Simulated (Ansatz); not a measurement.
**Kohn anomalies in YSb (Fm-3m)**

Does YSb (Fm-3m) have a Kohn anomaly or a soft branch that a wide smearing hides?

Method: DFT PBEsol, scalar-relativistic, plane waves, PAW, in Ansatz 0.2.0.

### 1. Set-up

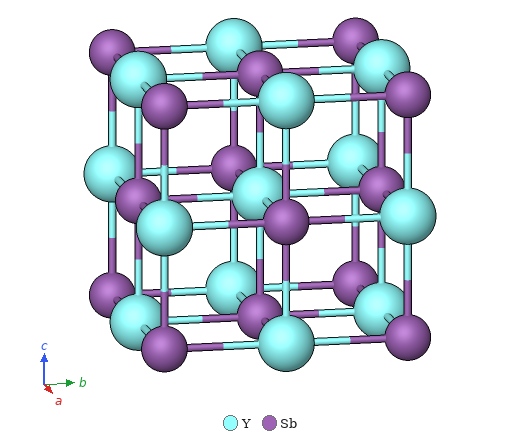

Start, viewed slightly off an axis; yttrium light teal, antimony purple. This picture shows the conventional cell, with its axes. Some periodic images of atoms are drawn too.

As a file:

```cif
data_structure
_symmetry_space_group_name_H-M 'Fm-3m'
_symmetry_Int_Tables_number 225
_cell_length_a 6.1900
_cell_length_b 6.1900
_cell_length_c 6.1900
_cell_angle_alpha 90.000
_cell_angle_beta 90.000
_cell_angle_gamma 90.000
_cell_volume 237.18
loop_
_atom_site_label
_atom_site_type_symbol
_atom_site_symmetry_multiplicity
_atom_site_Wyckoff_symbol
_atom_site_fract_x
_atom_site_fract_y
_atom_site_fract_z
_atom_site_occupancy
Y1 Y 4 b 0.50000 0.00000 0.00000 1
Sb1 Sb 4 a 0.00000 0.00000 0.00000 1
```

### 2. Relaxing cell and atoms

The structure is brought to rest under this functional.

Contents of input.yaml:

```yaml
crystal:
  lattice:
    - [0.0, 3.095, 3.095]
    - [3.095, 0.0, 3.095]
    - [3.095, 3.095, 0.0]
  atoms:
    - { symbol: "Y", position: [0.5, 0.5, 0.5] }
    - { symbol: Sb, position: [0.0, 0.0, 0.0] }
kpoints:
  mp_grid: { grid: [8, 8, 8] }
hamiltonian:
  xc: pbesol
scf:
  occupations: { method: gaussian, width: 0.1 }
output:
  forces: true
  stress: true
  eigenvalues: true
relax:
  adjacent_minimum: "off"
  f_tol: 0.005
  max_steps: 80
  cell: { stress_tol: 0.05 }
```

Launch:

```console
$ ansatz run input.yaml --threads 4 --pin off --max-ram 8192MiB --backend cpu --events-out ev --progress --plain --runs-dir out
```

Numbers of over 12 decimals in the logs are rounded to 6 here.

The program printed:

```text
[the first part of the log is left out]
  E_xc         = -310.645238
  E_vxc        = -296.800614  (∫ρ·V_xc dr)
  E_paw        = -7274.811056  (= ΣΔE_a)
  E_vpaw       = -551.898560  (= ΣTr[D̂ρ^β])
  E_aug_tail   = 0.000001  (compensation charges beyond the density's cutoff)
  E_ewald      = -2289.939971
  E_core_change = 0.480630  (= ΣΔE_core)
  E_smearing   = -0.001795  (= −TS)
  E_closure    = -0.000000  (closes the sum)
  Σ components = -10205.578533   (vs F -10205.578533, Δ=0.00e0)
--- Forces (eV/Å), atoms counted from 1 ---
  atom   1  Y      0.00000000     0.00000000     0.00000000
  atom   2  Sb    -0.00000000     0.00000000    -0.00000000
  max |Σ_I F_I| component: 2.05e-29 eV/Å
--- Stress (GPa, compression-positive) ---
       -0.001679      -0.000000      -0.000000
       -0.000000      -0.001679      -0.000000
       -0.000000       0.000000      -0.001679
  P = ⅓ Tr σ = -0.0017 GPa (-0.017 kbar)
--- Band table (eV; the first three rows and the last of 29) ---
  k-point 0: bands = ["-32.3087", "-17.6067", "-17.6067", "-17.5702", "-17.5702", "-17.5702", "-12.3082", "-12.3082", "-12.3082", "0.3413", "11.1381", "11.1381", "11.1381", "11.4129", "11.4129", "11.4129", "12.0808"]
  k-point 1: bands = ["-32.3078", "-17.6079", "-17.6079", "-17.5702", "-17.5698", "-17.5698", "-12.3260", "-12.3066", "-12.3066", "0.5131", "9.6933", "10.1983", "10.1983", "11.6831", "11.6831", "11.9333", "13.1945"]
  k-point 2: bands = ["-32.3057", "-17.6109", "-17.6109", "-17.5699", "-17.5685", "-17.5685", "-12.3685", "-12.3028", "-12.3028", "0.9826", "7.9723", "9.2768", "9.2768", "12.1913", "12.1963", "12.1963", "14.8463"]
  k-point 28: bands = ["-32.3012", "-17.6108", "-17.6037", "-17.5682", "-17.5682", "-17.5636", "-12.3754", "-12.3754", "-12.3378", "1.7831", "7.8731", "7.8731", "8.0549", "12.7162", "12.7162", "13.2189", "14.0139"]
--- Relaxed structure (4 steps of the walk, 4 accepted, 1 SCFs on fresh bases) ---
  F+E_penalty+E_count = -10205.57853318 eV   max|allowed force component| = 1.078e-29 eV/Å   (the final SCF, on the basis selected at the relaxed cell)
  cell:  # Å, volume = 57.2591 Å³
    - [0, 3.059178, 3.059178]
    - [3.059178, 0, 3.059178]
    - [3.059178, 3.059178, 0]
  atoms:
    - { symbol: Y, position: [0.5, 0.5, 0.5] }
    - { symbol: Sb, position: [0, 0, 0] }
```

The job ended after 2.2 s (4 threads of Arm Neoverse V2, shared host; peak memory 0.37 GiB).

The steps of the relaxation:

```tsv
step	energy less that of the first step (eV)	largest force component (eV/Å)	pressure (GPa)	volume (Å³)
1	0.0000	0.0000	-2.14	59.29
2	-0.0057	0.0000	1.87	55.73
3	-0.0142	0.0000	-0.09	57.34
4	-0.0143	0.0000	0.00	57.26
5	-0.0140	0.0000	0.00	57.26
```

The log counts 1 steps on a newly chosen plane-wave basis, not all of them marked here; energy and pressure can jump at such steps.

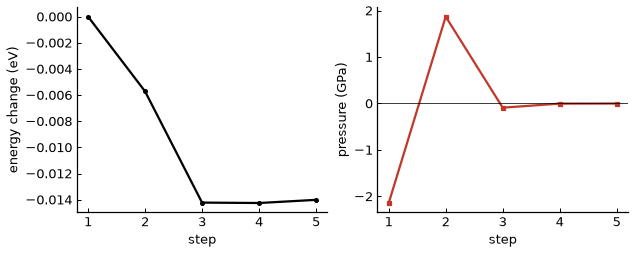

Energy and pressure along the relaxation.

```tsv
conventional cell, symmetrised	before	after	change
a (Å)	6.190	6.118	-1.2 %
b (Å)	6.190	6.118	-1.2 %
c (Å)	6.190	6.118	-1.2 %
volume (Å³/atom)	29.65	28.63	-3.4 %
```

The relaxed structure:

```
Y Sb
1.0
     0.00000    3.05918    3.05918
     3.05918    0.00000    3.05918
     3.05918    3.05918    0.00000
Y Sb
1 1
Cartesian
  3.0592 3.0592 3.0592
  0.0000 0.0000 0.0000
```

Numbers from this step:

| Item | Value |
| --- | --- |
| pressure | -0.001679 GPa |
| volume per atom | 28.63 Å³ |
| metallic on mesh | yes |
| gap on the k-mesh | 0 eV |

The largest force is now zero by symmetry and the largest stress component 0.0017 GPa, small enough for phonons.

### 3. Wavevectors along a line: Fermi–Dirac smearing of 0.1 eV

Each wavevector is solved by itself, so no interpolation smooths a dip of the branch.

Contents of input.yaml:

```yaml
crystal:
  lattice:
    - [0.0, 3.0591781803, 3.0591781803]
    - [3.0591781803, 0.0, 3.0591781803]
    - [3.0591781803, 3.0591781803, 0.0]
  atoms:
    - { symbol: "Y", position: [0.5, 0.5, 0.5] }
    - { symbol: Sb, position: [0.0, 0.0, 0.0] }
kpoints:
  mp_grid: { grid: [16, 16, 16] }
hamiltonian:
  xc: pbesol
scf:
  occupations: { method: fermi_dirac, width: 0.1 }
output:
  eigenvalues: true
phonons:
  method: dfpt
  qpoints:
    - [0, 0, 0]
    - [0.0625, 0.0, 0.0625]
    - [0.1875, 0.0, 0.1875]
    - [0.3125, 0.0, 0.3125]
    - [0.4375, 0.0, 0.4375]
```

The program printed:

```text
[...]
Crystal: 2 atoms, lattice volume = 57.259 Å³
Basis set: ecut = 420 eV, 1139 PW (Γ), exchange–correlation on 60×60×60 points (8 copies of the dense FFT grid, shifted against one another)
Bands: 17, of which v1, the nominal top of the filled ones, is band 13 counted from 1 (12 counted from 0)
Symmetry: 48 space group operations
k-points: 145 of 4096
[...]
SCF iter   1: F=—  HF=-10205.585848 eV  |F-HF|=—  |Δ(HF+E_count)|=         —  Δρ=2.33e-3  dr2=2.24e-3  ethr=1.77e-3  ⟨swp⟩=6.0  Hψ=12257  notcnv=0
[...]
SCF iter  10: F=-10205.583852 eV  HF=-10205.583852 eV  |F-HF|=3.64e-12  |Δ(HF+E_count)|=  9.09e-12  Δρ=6.95e-9  dr2=2.62e-14  ethr=1.00e-12  ⟨swp⟩=5.8  Hψ=9540  notcnv=0
SCF 1 converged in 10 iterations: F = -10205.583852 eV  dr2 = 2.62e-14
[...]
NSCF: frozen V_eff on 145 k-points
WARN: eigensolver did not converge in 5 slots of this pass, the one above among them; of largest residual over every band (k=61): 1 band(s) unlocked (lowest unlocked band 16, counted from 0; max residual 6.48e-5 eV among the unlocked bands, 6.48e-5 eV over every band); of lowest unlocked band (k=32): band 16
[...]
DFPT response loops at q = (0, 0, 0) (fractional): preconditioner auto → Kerker (q_TF=auto, 2.392 Å⁻¹) (partly filled bands, converged f_vac=0.000); β = 1.00, the filter's whole step (`scf.mixing.beta` (0.50) is not read by the response loops under this deck's `scf.mixing.preconditioner`; to damp them name `kerker` or `kerker_dos`, under which they read `scf.mixing.beta`, and type it under 1.00, their step now; both keys bind the ground state too); Broyden in place of MSR1
[...]
SCF converged after 10 iterations
Free energy (F): -10205.583852 eV
[...]
Internal energy: -10205.573197 eV  (E = F + TS)
E sigma→0 (E₀):  -10205.578525 eV
Entropy (-TS):   -0.010655 eV (-5.327 meV/atom)
Fermi energy:    10.340158 eV
[...]
--- Band table (eV; the first three rows and the last of 145) ---
  k-point 0: bands = [... 9 lower, 0.3364, 11.1330, 11.1330, 11.1330, 11.4140, 11.4140, 11.4140, 12.0819]
  k-point 1: bands = [... 9 lower, 0.3800, 10.5418, 10.7419, 10.7419, 11.5308, 11.5308, 11.7327, 12.4685]
  k-point 2: bands = [... 9 lower, 0.5081, 9.6903, 10.1955, 10.1955, 11.6842, 11.6842, 11.9329, 13.1936]
  k-point 144: bands = [... 9 lower, 1.7769, 7.8709, 7.8709, 8.0522, 12.7166, 12.7166, 13.2197, 14.0165]
--- Phonons (Γ-DFPT): 2 representative perturbations + reference (Σ response iterations 6) ---
  ASR residual: 5.995e-5 → 0.000e0 eV/Å²; symmetrization residual: 7.477e-6 eV/Å²
  ASR residual per site (eV/Å²): 5.99e-5 3.77e-6
  Γ frequencies (cm⁻¹): 0.00 0.00 0.00 169.21 169.21 169.21
  non-analytic LO–TO correction: not included (Born effective charges unavailable; polar crystals: no LO–TO splitting at Γ)
--- Phonons (arbitrary-q DFPT): 5 explicit q-points ---
  q = [0, 0, 0] (of the zone-centre solve; hermiticity 2.76e-6, symmetrization 1.02e-12): -0.00 0.00 0.00 169.21 169.21 169.21
  q = [0.0625, 0, 0.0625] (4 solved perturbations in 3616 linear systems a pass and spin channel, the states on 1160 of 4096 k-point pairs; hermiticity 2.67e-6, symmetrization 4.65e-11): 12.99 12.99 34.68 166.02 168.91 168.91
[...]
sum rule: each row above includes the acoustic sum rule's correction from the zone centre's row sums; it moved no ω² by more than (0.43 cm⁻¹)²
```

It took 4.3 min on 4 threads; peak memory 2.6 GiB; 17 min of CPU time.

In the SCF lines HF is the Harris–Foulkes energy and dr2 the Hartree energy of the density residual, in eV; the loop may stop once dr2 is under the threshold and the program's other checks hold. Hψ counts applications of the Hamiltonian.

Each wavevector solved by linear response. Table of frequency by |q| along the line:

```tsv
|q| along the line (Å⁻¹)	mode 1 = mode 2 (cm⁻¹)	mode 3 (cm⁻¹)	mode 4 (cm⁻¹)	mode 5 (cm⁻¹)	mode 6 (cm⁻¹)
0.000	0	0	169	169	169
0.128	13.0	34.7	166	169	169
0.385	35.6	97.4	161	169	169
0.642	52.9	125	146	168	168
0.899	62.7	81.8	164	164	171
```

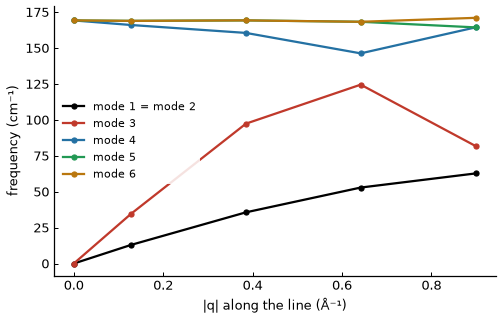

Frequency against |q| along the line.

### 4. Wavevectors along a line: Fermi–Dirac smearing of 0.25 eV

The smearing blurs the Fermi surface that screens the phonons; a Fermi–Dirac width is an electronic temperature.

Changes to input.yaml since step 3:

```diff
@@ -13,3 +13,3 @@
 scf:
-  occupations: { method: fermi_dirac, width: 0.1 }
+  occupations: { method: fermi_dirac, width: 0.25 }
 output:
```

Wider smearing eases the sum over k-points of a metal but moves the result away from its zero-temperature value.

The program printed:

```text
band count auto-derived: 19 (N_el = 26.0; filled up to band 13; 17 by the electrons, moments and atoms)
[...]
Crystal: 2 atoms, lattice volume = 57.259 Å³
Basis set: ecut = 420 eV, 1139 PW (Γ), exchange–correlation on 60×60×60 points (8 copies of the dense FFT grid, shifted against one another)
Bands: 19, of which v1, the nominal top of the filled ones, is band 13 counted from 1 (12 counted from 0)
[... 1 set-up line as in the run before ...]
k-points: 145 of 4096
[...]
SCF iter   1: F=—  HF=-10205.620738 eV  |F-HF|=—  |Δ(HF+E_count)|=         —  Δρ=2.36e-3  dr2=2.52e-3  ethr=1.77e-3  ⟨swp⟩=5.2  Hψ=13271  notcnv=0
[...]
SCF iter   9: F=-10205.618718 eV  HF=-10205.618718 eV  |F-HF|=3.64e-12  |Δ(HF+E_count)|=  4.91e-11  Δρ=8.09e-8  dr2=2.04e-12  ethr=1.00e-12  ⟨swp⟩=5.0  Hψ=12084  notcnv=0
SCF 1 converged in 9 iterations: F = -10205.618718 eV  dr2 = 2.04e-12
[...]
SCF converged after 9 iterations
Free energy (F): -10205.618718 eV
[...]
Internal energy: -10205.518544 eV  (E = F + TS)
E sigma→0 (E₀):  -10205.568631 eV
Entropy (-TS):   -0.100174 eV (-50.087 meV/atom)
Fermi energy:    10.355216 eV
[...]
--- Band table (eV; the first three rows and the last of 145) ---
  k-point 0: bands = [... 9 lower, 0.3276, 11.1240, 11.1240, 11.1240, 11.4182, 11.4182, 11.4182, 12.0869, ... 2 higher]
  k-point 1: bands = [... 9 lower, 0.3712, 10.5367, 10.7366, 10.7366, 11.5342, 11.5342, 11.7332, 12.4706, ... 2 higher]
  k-point 2: bands = [... 9 lower, 0.4992, 9.6854, 10.1913, 10.1913, 11.6882, 11.6882, 11.9337, 13.1941, ... 2 higher]
  k-point 144: bands = [... 9 lower, 1.7660, 7.8673, 7.8673, 8.0481, 12.7192, 12.7192, 13.2236, 14.0247, ... 2 higher]
[...]
ASR residual: 4.655e-4 → 0.000e0 eV/Å²; symmetrization residual: 6.490e-6 eV/Å²
  ASR residual per site (eV/Å²): 4.65e-4 1.95e-5
  Γ frequencies (cm⁻¹): 0.00 0.00 0.00 170.44 170.44 170.44
[...]
--- Phonons (arbitrary-q DFPT): 5 explicit q-points ---
[...]
```

Elapsed: 4.8 min, on 4 threads; peak memory 2.9 GiB; 19 min of CPU time.

Each wavevector solved by linear response. The frequency by |q| along the line:

```tsv
|q| along the line (Å⁻¹)	mode 1 = mode 2 (cm⁻¹)	mode 3 (cm⁻¹)	mode 4 (cm⁻¹)	mode 5 (cm⁻¹)	mode 6 (cm⁻¹)
0.000	0	0	170	170	170
0.128	12.5	34.7	168	170	170
0.385	34.7	97.2	155	171	171
0.642	51.6	121	146	170	170
0.899	61.2	79.3	168	168	171
```

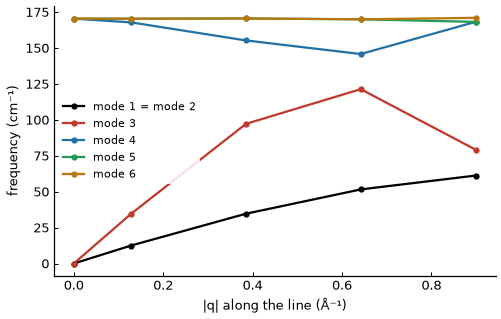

Frequency against |q| along the line.

Against step 3 (now smearing width 0.25 eV), the free energy moves by -17.4 meV an atom.

### 5. Phonons along a line: Fermi–Dirac smearing of 0.04 eV

Each wavevector is solved by itself, so no interpolation smooths a dip of the branch.

Changes to input.yaml since step 4:

```diff
@@ -13,3 +13,3 @@
 scf:
-  occupations: { method: fermi_dirac, width: 0.25 }
+  occupations: { method: fermi_dirac, width: 0.04 }
 output:
```

Narrower smearing comes nearer the zero-temperature value but asks more of the mesh.

The program printed:

```text
[...]
Crystal: 2 atoms, lattice volume = 57.259 Å³
Basis set: ecut = 420 eV, 1139 PW (Γ), exchange–correlation on 60×60×60 points (8 copies of the dense FFT grid, shifted against one another)
Bands: 17, of which v1, the nominal top of the filled ones, is band 13 counted from 1 (12 counted from 0)
[... 1 set-up line as in the run before ...]
k-points: 145 of 4096
[...]
SCF iter   1: F=—  HF=-10205.581215 eV  |F-HF|=—  |Δ(HF+E_count)|=         —  Δρ=2.32e-3  dr2=2.22e-3  ethr=1.77e-3  ⟨swp⟩=6.0  Hψ=12575  notcnv=0
[...]
SCF iter  10: F=-10205.579364 eV  HF=-10205.579364 eV  |F-HF|=1.82e-12  |Δ(HF+E_count)|=  1.82e-11  Δρ=9.14e-9  dr2=3.66e-14  ethr=1.00e-12  ⟨swp⟩=6.0  Hψ=10287  notcnv=0
SCF 1 converged in 10 iterations: F = -10205.579364 eV  dr2 = 3.66e-14
[...]
SCF converged after 10 iterations
Free energy (F): -10205.579364 eV
[...]
Internal energy: -10205.577531 eV  (E = F + TS)
E sigma→0 (E₀):  -10205.578447 eV
Entropy (-TS):   -0.001832 eV (-0.916 meV/atom)
Fermi energy:    10.348507 eV
[...]
--- Band table (eV; the first three rows and the last of 145) ---
  k-point 0: bands = [... 9 lower, 0.3375, 11.1342, 11.1342, 11.1342, 11.4137, 11.4137, 11.4137, 12.0816]
  k-point 1: bands = [... 9 lower, 0.3811, 10.5425, 10.7427, 10.7427, 11.5305, 11.5305, 11.7327, 12.4685]
  k-point 2: bands = [... 9 lower, 0.5092, 9.6910, 10.1961, 10.1961, 11.6838, 11.6838, 11.9329, 13.1937]
  k-point 144: bands = [... 9 lower, 1.7783, 7.8714, 7.8714, 8.0528, 12.7164, 12.7164, 13.2194, 14.0157]
[...]
ASR residual: 2.667e-5 → 0.000e0 eV/Å²; symmetrization residual: 7.996e-6 eV/Å²
  ASR residual per site (eV/Å²): 2.67e-5 4.41e-6
  Γ frequencies (cm⁻¹): 0.00 0.00 0.00 169.01 169.01 169.01
[...]
--- Phonons (arbitrary-q DFPT): 5 explicit q-points ---
[...]
```

The job ended after 4.2 min (4 threads; peak memory 2.6 GiB).

Each wavevector solved by linear response. The frequency by |q| along the line:

```tsv
|q| along the line (Å⁻¹)	mode 1 = mode 2 (cm⁻¹)	mode 3 (cm⁻¹)	mode 4 (cm⁻¹)	mode 5 (cm⁻¹)	mode 6 (cm⁻¹)
0.000	0	0	169	169	169
0.128	12.9	34.7	164	168	168
0.385	35.7	97.4	161	169	169
0.642	53.0	125	146	168	168
0.899	62.8	82.1	163	163	171
```

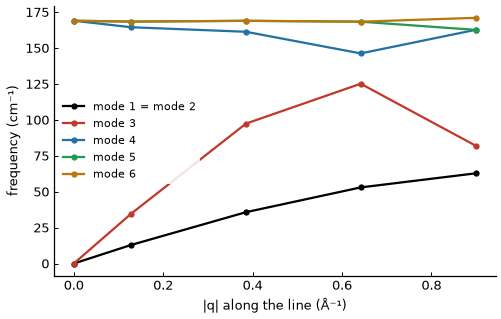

Frequency, plotted against |q| along the line.

Against step 3 (now smearing width 0.04 eV), the free energy moves by +2.2 meV an atom.

### 6. Phonons along a line: Methfessel–Paxton smearing of 0.2 eV

The smearing blurs the Fermi surface that screens the phonons; a Methfessel–Paxton width blurs it less than a thermal one.

Changes to input.yaml since step 5:

```diff
@@ -13,3 +13,3 @@
 scf:
-  occupations: { method: fermi_dirac, width: 0.04 }
+  occupations: { method: methfessel_paxton, width: 0.2 }
 output:
```

The program printed:

```text
[...]
Crystal: 2 atoms, lattice volume = 57.259 Å³
Basis set: ecut = 420 eV, 1139 PW (Γ), exchange–correlation on 60×60×60 points (8 copies of the dense FFT grid, shifted against one another)
Bands: 17, of which v1, the nominal top of the filled ones, is band 13 counted from 1 (12 counted from 0)
[... 1 set-up line as in the run before ...]
k-points: 145 of 4096
[...]
SCF iter   1: F=—  HF=-10205.580601 eV  |F-HF|=—  |Δ(HF+E_count)|=         —  Δρ=2.32e-3  dr2=2.23e-3  ethr=1.77e-3  ⟨swp⟩=5.3  Hψ=11648  notcnv=0
[...]
SCF iter  10: F=-10205.578629 eV  HF=-10205.578629 eV  |F-HF|=3.64e-12  |Δ(HF+E_count)|=  1.09e-11  S|Δr|=    0.00e0  Δρ=7.68e-9  dr2=2.55e-14  ethr=1.00e-12  ⟨swp⟩=6.0  Hψ=10031  notcnv=0
SCF 1 converged in 10 iterations: F = -10205.578629 eV  dr2 = 2.55e-14
[...]
SCF converged after 10 iterations
Stability not checked: this state was not tested for a lower state beside it, because cold or Methfessel-Paxton smearing, or corrected tetrahedra, fill the levels in a way that the test cannot read (fill_not_monotonic; see scf.lower_state_search)
Free energy (F): -10205.578629 eV
[...]
Internal energy: -10205.578378 eV  (E = F + TS)
E sigma→0 (E₀):  -10205.578566 eV
Entropy (-TS):   -0.000251 eV (-0.125 meV/atom)
Fermi energy:    10.347468 eV
[...]
--- Band table (eV; the first three rows and the last of 145) ---
  k-point 0: bands = [... 9 lower, 0.3377, 11.1343, 11.1343, 11.1343, 11.4136, 11.4136, 11.4136, 12.0815]
  k-point 1: bands = [... 9 lower, 0.3813, 10.5426, 10.7428, 10.7428, 11.5304, 11.5304, 11.7327, 12.4684]
  k-point 2: bands = [... 9 lower, 0.5094, 9.6911, 10.1962, 10.1962, 11.6837, 11.6837, 11.9329, 13.1937]
  k-point 144: bands = [... 9 lower, 1.7785, 7.8715, 7.8715, 8.0529, 12.7164, 12.7164, 13.2193, 14.0156]
[...]
ASR residual: 3.968e-6 → 0.000e0 eV/Å²; symmetrization residual: 7.448e-6 eV/Å²
  ASR residual per site (eV/Å²): 1.57e-6 3.97e-6
  Γ frequencies (cm⁻¹): 0.00 0.00 0.00 169.23 169.23 169.23
[...]
--- Phonons (arbitrary-q DFPT): 5 explicit q-points ---
[...]
```

Elapsed: 4.3 min, on 4 threads; peak memory 2.7 GiB; 17 min of CPU time.

Each wavevector solved by linear response. The frequency by |q| along the line:

```tsv
|q| along the line (Å⁻¹)	mode 1 = mode 2 (cm⁻¹)	mode 3 (cm⁻¹)	mode 4 (cm⁻¹)	mode 5 (cm⁻¹)	mode 6 (cm⁻¹)
0.000	0	0	169	169	169
0.128	13.0	34.7	165	169	169
0.385	35.8	97.4	162	169	169
0.642	53	125	146	168	168
0.899	62.8	82.1	162	162	171
```

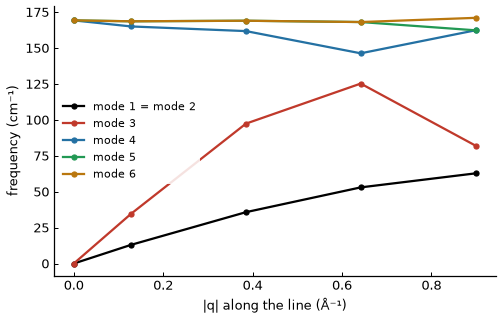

Frequency against |q| along the line.

Against step 3 (now occupations Methfessel-Paxton and smearing width 0.2 eV), the free energy moves by +2.6 meV an atom.

### 7. The lowest branch at each setting

The lowest frequency by |q| along the line:

```tsv
|q| along the line (Å⁻¹)	fermi dirac 0.1 eV, k 16x16x16 (cm⁻¹)	fermi dirac 0.25 eV, k 16x16x16 (cm⁻¹)	fermi dirac 0.04 eV, k 16x16x16 (cm⁻¹)	methfessel paxton 0.2 eV, k 16x16x16 (cm⁻¹)
0.000	0	0	0	0
0.128	13.0	12.5	12.9	13.0
0.385	35.6	34.7	35.7	35.8
0.642	52.9	51.6	53.0	53
0.899	62.7	61.2	62.8	62.8
```

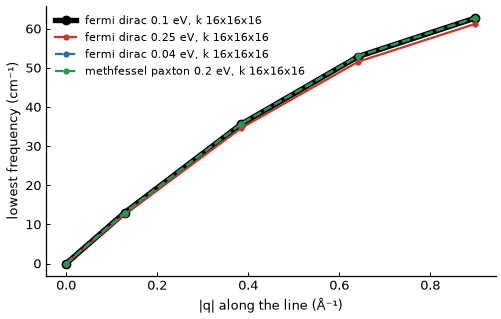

Lowest frequency against |q| along the line.

### 8. Results

| Item | Value |
| --- | --- |
| phonon run of the rows without a label of their own | PBEsol, k 16×16×16 |
| lowest branch at the last solved point, Fermi–Dirac 0.1 eV | 62.7 cm⁻¹ at \|q\| = 0.899 Å⁻¹ |
| lowest branch at the last solved point, Fermi–Dirac 0.25 eV | 61.2 cm⁻¹ at \|q\| = 0.899 Å⁻¹ |
| lowest branch at the last solved point, Fermi–Dirac 0.04 eV | 62.8 cm⁻¹ at \|q\| = 0.899 Å⁻¹ |
| lowest branch at the last solved point, Methfessel–Paxton 0.2 eV | 62.8 cm⁻¹ at \|q\| = 0.899 Å⁻¹ |

**Reading.** No branch softens by more than 4 % of the top frequency as the smearing narrows, so no anomaly that hangs on the smearing shows at these points. The line holds 5 wavevectors, so a narrow dip between them would be missed. Between Fermi–Dirac 0.25 eV and Fermi–Dirac 0.04 eV the largest change, with modes counted by rank of frequency, is in mode 4 at |q| = 0.385 Å⁻¹, from 155 to 161 cm⁻¹. Where branches cross, a count by rank can hide a softening. At the narrowest width the k mesh may not resolve the Fermi surface, so part of the change can be mesh noise.

[Logs are printed without paths, hosts, clocks, repeated set-up lines and the standing remarks that a program may print on its own settings, such as how far it seeks lower states.]

[Hosts, paths, dates, database ids (printed as entryN), source tags and the programs' standing remarks are cut or masked in the printed files.]
